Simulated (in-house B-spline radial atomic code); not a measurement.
## Cs⁺: many-body perturbation calculation

- system: Cs⁺, core [Kr] 4d10 5s2 5p6.
- method: relativistic RPA (time-dependent Dirac-Hartree-Fock) and second-order many-body perturbation theory, no-pair Dirac-Coulomb, closed shell, B-spline basis (in-house B-spline radial atomic code)

## The input
```
basis_form = 2
Z = 55
core_configuration = [Kr] 4d10 5s2 5p6
rms_radius = 4.8041
mass_number = 133
speed_of_light = 13703.5999084
box_radius = 25.846
lmax = 7
intervals = 65
virtual_cutoff = 75625.0
```

The run was one of a batch that the task file lists, launched with:
```bash
python <driver script> task.json out
```

The program writes its results to a structured record and prints no log; tables and figures of this report are taken from that record.

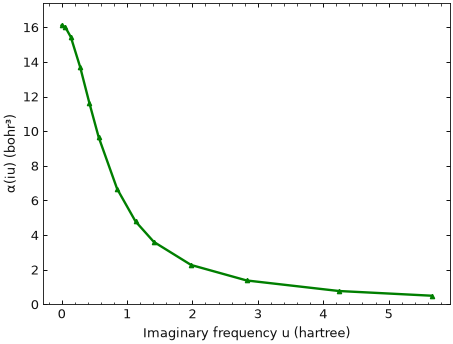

Dipole polarisability at imaginary frequency of Cs⁺, [Kr] 4d¹⁰ 5s² 5p⁶. Relativistic RPA on Dirac–Hartree–Fock, no-pair Dirac–Coulomb, finite nucleus, computed with a B-spline radial code. Speed of light scaled by 100. The static dipole polarisability is 16.1 bohr³; α(iu) falls to half of it near u = 0.70 hartree. The Casimir–Polder integral gives C₆ = 141 hartree bohr⁶ for two such species.

## Summary

| quantity | value |
| --- | --- |
| outcome | converged |
| hardware | 1 CPU thread, shared host |
| wall time | 14 s |
